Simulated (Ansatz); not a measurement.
**TiB2 (AlB2 type, space group P6/mmm), frozen-phonon scan**

Starting cell, TiB₂ (AlB2 type, space group P6/mmm):

```
TiB2
1.0
    6.04976     0.00000     0.00000
   -1.51244     2.61962     0.00000
    3.02488     0.00000     3.22383
Ti B
2 4
Cartesian
  0.00000   0.00000   0.00000
  3.02488   0.00000   0.00000
  6.04976   1.74642   1.61192
  3.02488   1.74642   1.61192
  1.51244   0.87321   1.61192
  4.53732   0.87321   1.61192
```

The atoms are displaced by Q × the pattern below (from a DFPT mode at L = (0.5, 0.0, 0.5), largest move 1; Q in Å), at fixed cell. (q is in reciprocal vectors of the primitive cell; the cell shown is doubled to hold the pattern.)

```json
[
 {"atom": "B3", "x": "-0.500", "y": "0.866", "z": "0.000"},
 {"atom": "B4", "x": "0.500", "y": "-0.866", "z": "0.000"},
 {"atom": "B5", "x": "-0.500", "y": "0.866", "z": "0.000"},
 {"atom": "B6", "x": "0.500", "y": "-0.866", "z": "0.000"}
]
```

Atoms not listed stay in place.

Computed with r2SCAN (plane waves to 500 eV, PAW, scalar-relativistic; Ansatz, a program for electronic structure). k mesh 18×18×18 (Γ-centred), Fermi-Dirac smearing 0.05 eV. Energies are smeared free energies. With partly filled bands, energies and forces of such displacements shift with the k mesh and the smearing. The PAW data are Ansatz's earlier set. TiB2 is run without spin polarisation. TiB2 was relaxed with its symmetry unable to fall. ΔE is measured from the undisplaced structure.

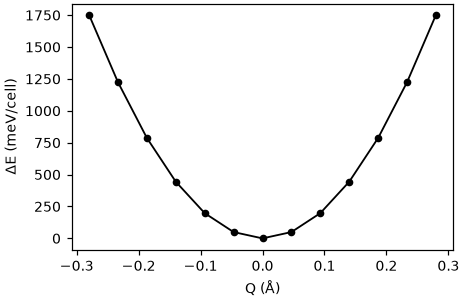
ΔE (meV/cell) against Q (Å); one marker a computed point.

The energy at Q = 0.280 Å is 1752 meV/cell. Shape of the curve: a single well with its minimum at or next to zero displacement. Space group of the distorted cell: Ibam (No. 72), lowered from P6/mmm. Symmetry of the curve: even: the same for both signs. Harmonic wavenumber from the curvature (finite differences): 535 cm⁻¹.

E″ = 45.51 eV/Å², M = Σ mᵢ|uᵢ|² = 43.2 u, ν̃ = 521.5·√(|E″|/M).

(For displaced atoms, the force is minus the slope of the energy, and its curvature is a force constant, which sets phonon frequencies.)
